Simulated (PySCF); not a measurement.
The calculation's input:

```
{"job": {"kind": "uv", "xc": "wB97X-D", "basis": "def2-SVPD", "nstates": 8, "ntriplets": 3}, "charge": 0, "multiplicity": 1}
Cl     2.937737     1.056340     0.877642
C      1.967375    -0.136719     0.100416
C      0.646645    -0.080506     0.091402
C     -0.249042     0.979695     0.675916
Ge    -1.731810     0.317493    -0.480771
C     -0.266346    -1.047921    -0.600382
Cl    -0.683871    -2.377914     0.525186
H      2.532882    -0.924288    -0.372933
H     -0.413371     0.818023     1.741659
H      0.137773     1.988647     0.544404
H     -2.003921     1.102214    -1.741316
H     -3.017258    -0.183735     0.117393
H      0.138820    -1.510842    -1.496344
```

Command:

```sh
OMP_NUM_THREADS=1 python probes_run.py task.json out
```

Geometry: GFN2-xTB.

Theory: wB97X-D/def2-SVPD, SCF density, gas phase (PySCF).

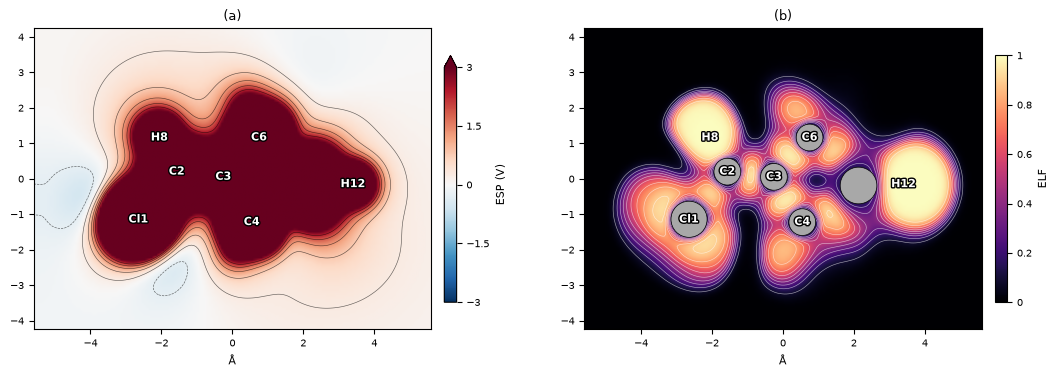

C4H6Cl2Ge. (a) molecular electrostatic potential; (b) ELF on the plane of atoms C2, C3 and C4. Grey discs cover the atomic cores in the ELF map.

> Interpret the plot.

Atoms in the plane: Cl, C and H.
C–C (1.32 Å): the ELF peaks at about 0.95 between the atoms: a short, multiple covalent bond.
C–Cl (1.72 Å): the ELF peaks at about 0.90 between the atoms (a shared electron pair).
C–H (1.08 Å): the ELF climbs to about 1 towards the hydrogen, as it does in any bond to H: a covalent bond by its length.
C–C (1.50 Å): the ELF peaks at about 0.95 between the atoms: localised, covalent bonding.
The ELF also peaks beside Cl1, away from the bonds: lone-pair regions.
Outside the dense part of the molecule the potential is most negative (−0.5 V) near Cl1.
